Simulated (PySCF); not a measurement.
C$_{2}$H$_{9}$NOSi (SMILES CN(C)[SiH2]O)

```xyz
14

C    -1.2711   -1.0723    0.2504
N    -0.2202   -0.1069    0.4436
C    -0.7364    1.2347    0.5650
Si    1.3766   -0.4091   -0.1294
O     2.3885    0.7003    0.4913
H    -1.8200   -0.8964   -0.6834
H    -1.9836   -1.0172    1.0789
H    -0.8476   -2.0722    0.2159
H    -1.3114    1.5309   -0.3213
H    -1.3979    1.3004    1.4350
H     0.0843    1.9356    0.6924
H     1.6386   -0.2119   -1.5540
H     1.6747   -1.7622    0.3405
H     2.4249    0.8458    1.4330
```

Geometry: GFN2-xTB.

Computed with wB97X-D/def2-SVPD, SCF density, gas phase (PySCF 2.14.0).

**Predict the electron density and electron localisation function between the atoms.**

C–N (1.44 Å): ρ is about 2 e/Å³ halfway; the ELF peaks at about 0.95 between the atoms (a covalent bond).
C–H (1.09 Å): the density is about 2 e/Å³ at the midpoint; the ELF climbs to about 1 towards the hydrogen, as it does in any bond to H; an ordinary covalent bond to hydrogen.

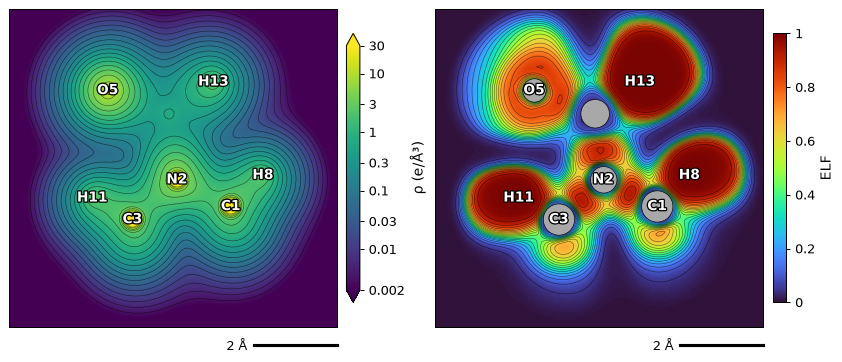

Computed electron density and electron localisation function on the plane of atoms N2, C3 and H11, in this order. Grey discs cover the atomic cores in the ELF map. 
